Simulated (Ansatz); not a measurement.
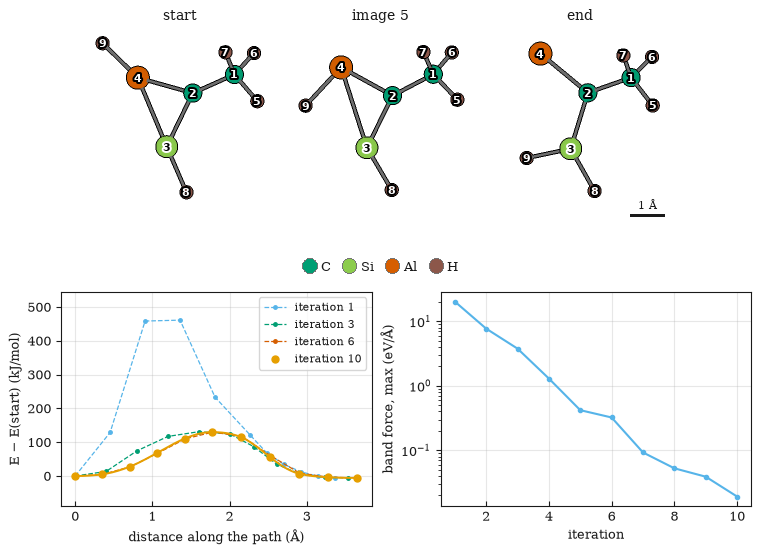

A search for the minimum-energy path of C2H5AlSi by the nudged elastic band. Images are numbered from 0 (start) to 10 (end). The plot follows the band through its iterations. Style: ball-and-stick. Shown at a tilt.

The calculation used UKS PBE0-D4/cc-pVDZ (Ansatz). Run with 9 movable images; climbing image; force threshold 0.03 eV/Å; iteration limit 10; starting path through a guess of the saddle point.

Question: How did the profile develop, and is the result final?

Answer: The run is converged, with reservations. The band converged in 10 iterations. The largest component of the band force went from 20 to 0.019 eV/Å. The climbing image converged on the top of the path. Its curvatures weren't checked. The iteration limit was low. The first iteration put the highest image at 461.2 kJ/mol. The highest point, image 5, lies 130.0 kJ/mol above the start and 135.6 kJ/mol above the end; the end is at −5.6 kJ/mol relative to the start.
